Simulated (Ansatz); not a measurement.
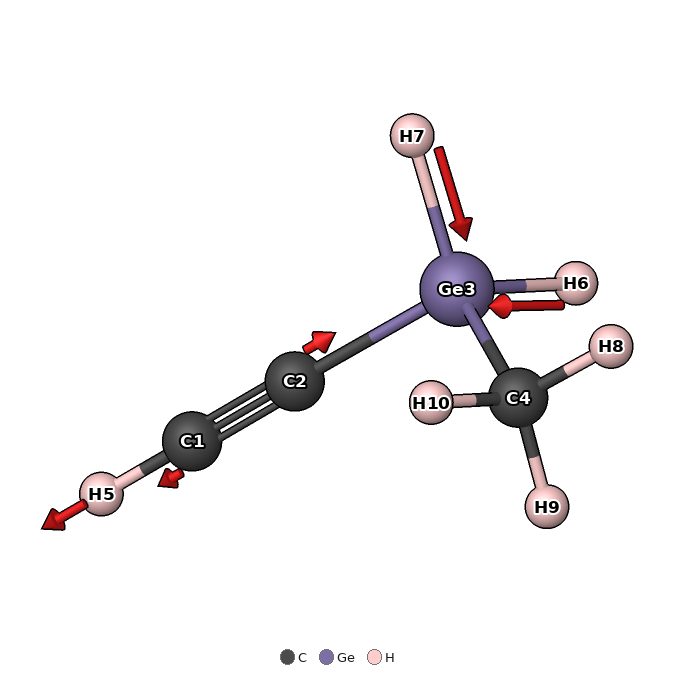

The arrows show one normal mode. Harmonic vibrations computed with RKS PBE0-D4/def2-TZVP (Ansatz 0.2.0) at a stationary point of the same level.

> What kind of motion is it?

Mostly in-phase stretching of 2 Ge–H bonds.

> At what wavenumber does it lie?

2163 cm⁻¹; it is mode 20 of 24 counted from the lowest.
